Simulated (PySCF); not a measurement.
# PN (phosphorus nitride) at B3LYP/STO-6G

What is the energy change on altering one bond length of PN (phosphorus nitride) at B3LYP/STO-6G? 

Program for the calculation: PySCF 2.14.0.

14 further runs of the same task are left out: 4 that didn't finish, 10 set aside as unsound or not needed.

**1. The molecule**

The species is PN (2 atoms), meant as a singlet with charge 0. As SMILES, `N#P`. Geometry: the measured bond length.

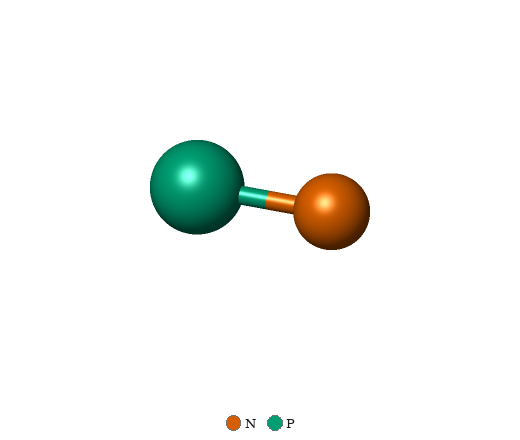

Viewed from a chosen angle; nitrogen orange, phosphorus teal.

**2. A single-point energy at B3LYP/STO-6G**

File calc.py:

```python
# phosphorous nitride
from pyscf import gto, dft

mol = gto.M(
    atom='''
N      0.000000     0.000000     0.000000
P      0.000000     0.000000     2.817328
''',
    verbose=3,
    basis='sto-6g',
    unit='bohr',
    max_memory=1860,
)

myscf = dft.RKS(mol, xc='b3lyp')
myscf.grids.level = 5
myscf.conv_tol = 1e-10
myscf.kernel()
if not myscf.converged:
    myscf = myscf.newton().run(myscf.mo_coeff, myscf.mo_occ)

e_final = myscf.e_tot
print('E = %.10f Eh' % e_final)
```

The run is started by

```bash
$ OMP_NUM_THREADS=1 python calc.py
```

Log:

```text
converged SCF energy = -394.647988702776
E = -394.6479887028 Eh
```

Run time: 1.7 s. Hardware: 1 thread of Arm Neoverse V1, shared host; peak memory 0.16 GiB.

**3. The distorted shape, same level**

File run.py:

```python
from pyscf import gto, dft

molecule = gto.Mole()
molecule.atom = '''
N      0.000000     0.000000    -0.298134
P      0.000000     0.000000     1.490866
'''
molecule.spin = 0
molecule.basis = 'sto-6g'
molecule.max_memory = 1860
molecule.verbose = 3
molecule.charge = 0
molecule.build()

calc0 = dft.RKS(molecule, xc='b3lyp')
calc0.grids.level = 5
calc0.conv_tol = 1e-10
calc0.kernel()
if not calc0.converged:
    calc0 = calc0.newton().run(calc0.mo_coeff, calc0.mo_occ)

e_final = calc0.e_tot
print('E = %.10f Eh' % e_final)
```

The run is started by

```bash
$ OMP_NUM_THREADS=1 python run.py
```

Log:

```text
converged SCF energy = -394.582351154993
E = -394.5823511550 Eh
```

Wall time 1.9 s (1 thread of Arm Neoverse V1, shared host); peak memory 0.16 GiB.

**4. What came out**

Level: B3LYP/STO-6G.

| quantity | value |
| --- | --- |
| first shape: total energy | -394.64799 Eh |
| first shape: dipole moment | 2.03 D |
| first shape: HOMO energy | -5.23 eV |
| first shape: LUMO energy | 2.08 eV |
| first shape: HOMO–LUMO gap | 7.31 eV |
| distorted shape: total energy | -394.58235 Eh |
| distorted shape: dipole moment | 1.85 D |
| distorted shape: HOMO energy | -4.34 eV |
| distorted shape: LUMO energy | 0.88 eV |
| distorted shape: HOMO–LUMO gap | 5.22 eV |
| energy change with the N1–P2 bond stretched from 1.491 to 1.789 Å | 1.786 eV |

In words: With the N1–P2 bond stretched from 1.491 to 1.789 Å the energy rises by 1.79 eV (172 kJ/mol). The first shape isn't relaxed at this level, so the change isn't measured from a minimum. The minimal basis adds a large error of its own.
